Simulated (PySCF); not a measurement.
NMR shielding calculation, with input and output: C₂F₂S

The run: NMR shielding calculation of C₂F₂S. Method and program: GIAO PBE0/pcSseg-1 NMR shielding, non-relativistic, gas phase (PySCF 2.14.0).

The geometry comes from this level: GFN2-xTB. Figures and captions count atoms from 1; the log counts them from 0 in places.

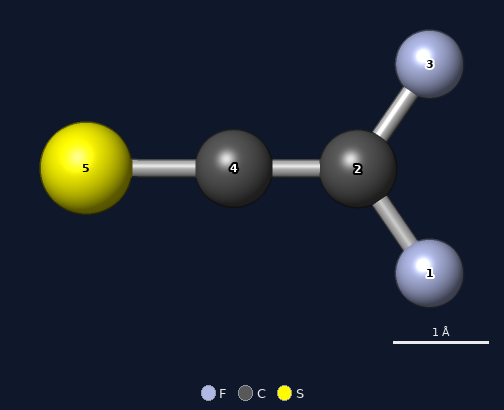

**Figure 1.** The structure as given in the input (ball-and-stick view, seen on its broad side; atoms are numbered from 1 in the order of the input).

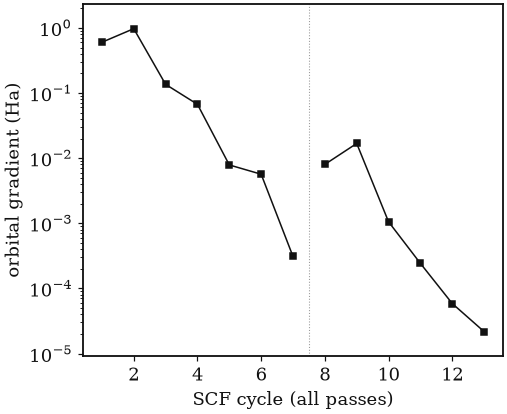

**Figure 2.** Convergence of the self-consistent field: orbital gradient against the SCF cycle. The dotted line marks the change from a coarse to the final integration grid. The first 7 cycles use a coarse grid, the final grid takes over at cycle 8, and the field converges after 13 cycles in all.

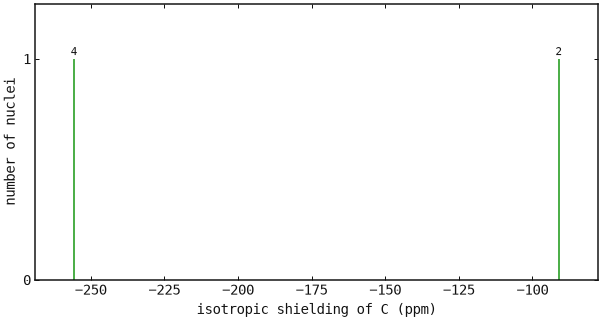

**Figure 3.** Isotropic shieldings of the carbon nuclei in this fixed geometry, labelled by atom number; shielding grows to the right, so chemical shift grows to the left. The least shielded is C4 (−255.6 ppm), the most shielded C2 (−91.0 ppm).

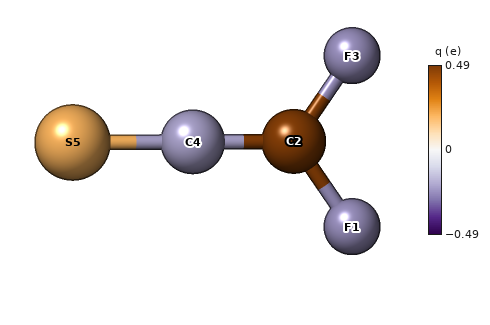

**Figure 4.** IAO charges, as the colour of each atom (ball-and-stick view, seen at a tilt; atoms are numbered from 1 in the order of the input). By element: F −0.23, C −0.20 to +0.47 and S +0.20 e.

These pictures come from the run below.

### Input file
```
{"job": {"kind": "nmr", "xc": "PBE0", "basis": "pcSseg-1"}, "charge": 0, "multiplicity": 1}
F     -1.156518    -1.122637     0.513843
C     -0.491833    -0.008458     0.194796
F     -1.228284     1.079200     0.438622
C      0.721381     0.014382    -0.292673
S      2.163875     0.040365    -0.871773
```

The first line tells a small driver script what to run in PySCF; the rest is the geometry in Å.

Launch command:
```bash
OMP_NUM_THREADS=1 python <driver script> task.json out
```

### What the program printed
```
coarse grid: 5968 points
cycle   1  E = -673.4322742821  dE =  8.748e-01  |g| = 6.023e-01  |ddm| = 2.506e+00
cycle   2  E = -673.3234800903  dE =  1.088e-01  |g| = 9.738e-01  |ddm| = 1.043e+00
cycle   3  E = -673.4903361268  dE = -1.669e-01  |g| = 1.360e-01  |ddm| = 7.103e-01
cycle   4  E = -673.4944907072  dE = -4.155e-03  |g| = 6.711e-02  |ddm| = 1.852e-01
cycle   5  E = -673.4957146967  dE = -1.224e-03  |g| = 7.870e-03  |ddm| = 5.635e-02
cycle   6  E = -673.4957238617  dE = -9.165e-06  |g| = 5.667e-03  |ddm| = 1.216e-02
cycle   7  E = -673.4957311691  dE = -7.307e-06  |g| = 3.091e-04  |ddm| = 4.339e-03
final grid: 57376 points
cycle   8  E = -673.5400828971  dE = -1.112e-05  |g| = 8.025e-03  |ddm| = 1.893e-02
cycle   9  E = -673.5400238788  dE =  5.902e-05  |g| = 1.683e-02  |ddm| = 1.963e-02
cycle  10  E = -673.5400985281  dE = -7.465e-05  |g| = 1.054e-03  |ddm| = 1.436e-02
cycle  11  E = -673.5400987717  dE = -2.436e-07  |g| = 2.421e-04  |ddm| = 9.982e-04
cycle  12  E = -673.5400987808  dE = -9.107e-09  |g| = 5.856e-05  |ddm| = 1.736e-04
cycle  13  E = -673.5400987816  dE = -7.369e-10  |g| = 2.168e-05  |ddm| = 6.600e-05
converged SCF energy = -673.5400987816

GIAO shielding tensors (ppm)
atom      isotropic    diamagn.    paramagn.     s11        s22        s33       span
  0 F      347.497     473.026    -125.529    -17.316    235.334    824.473    841.789
  1 C      -91.022     246.332    -337.354   -323.840    -19.592     70.366    394.207
  2 F      347.114     473.018    -125.905    -17.711    235.511    823.541    841.252
  3 C     -255.640     265.791    -521.431   -672.424   -139.117     44.620    717.043
  4 S    -1123.557    1055.202   -2178.759  -3976.473    -88.310    694.114   4670.587
```

### Results in brief

- outcome: converged
- total energy: −673.540099 hartree
- HOMO: −6.73 eV
- LUMO: −3.56 eV
- dipole moment: 0.85 D
- isotropic shielding, F: 347.1 to 347.5 ppm
- isotropic shielding, C: −255.6 to −91.0 ppm
- isotropic shielding, S: −1123.6 ppm
- hardware: 1 CPU thread, shared host
- wall time: 9.2 s
- peak memory: 0.48 GiB
